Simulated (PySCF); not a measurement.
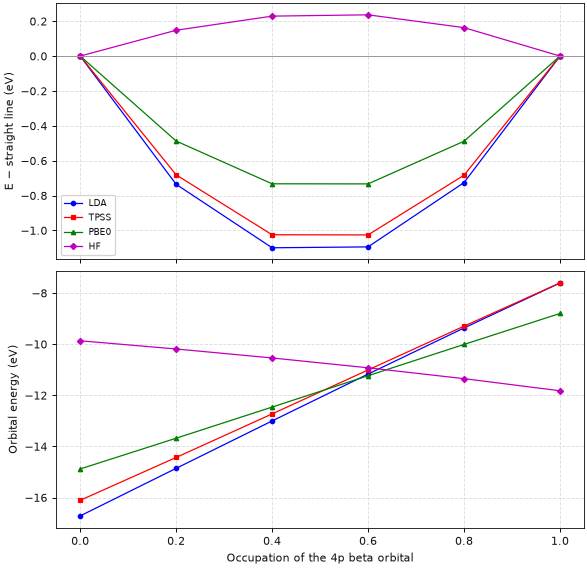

One 4p beta orbital of neutral bromine ([Ar] 3d¹⁰ 4s² 4p⁵) is emptied in steps. The plot gives the energy less the straight line between the integer ends; the lower panel gives the orbital energy. PySCF, aug-pcseg-2, non-relativistic, unrestricted single determinants, no spin-orbit coupling.

**What do the curves say about each method?**

LDA: convex (delocalisation error), largest departure −1.1 eV, removal energy 12.11 eV, orbital energy from −7.61 eV when full to −16.7 eV when empty; TPSS: convex (delocalisation error), largest departure −1.0 eV, removal energy 11.86 eV, orbital energy from −7.61 eV when full to −16.1 eV when empty; PBE0: convex (delocalisation error), largest departure −0.73 eV, removal energy 11.85 eV, orbital energy from −8.80 eV when full to −14.9 eV when empty; HF: concave (localisation error), largest departure 0.24 eV, removal energy 10.77 eV, orbital energy from −11.8 eV when full to −9.87 eV when empty. The measured removal energy is 11.81 eV. The exact energy is a straight line between whole electron numbers.
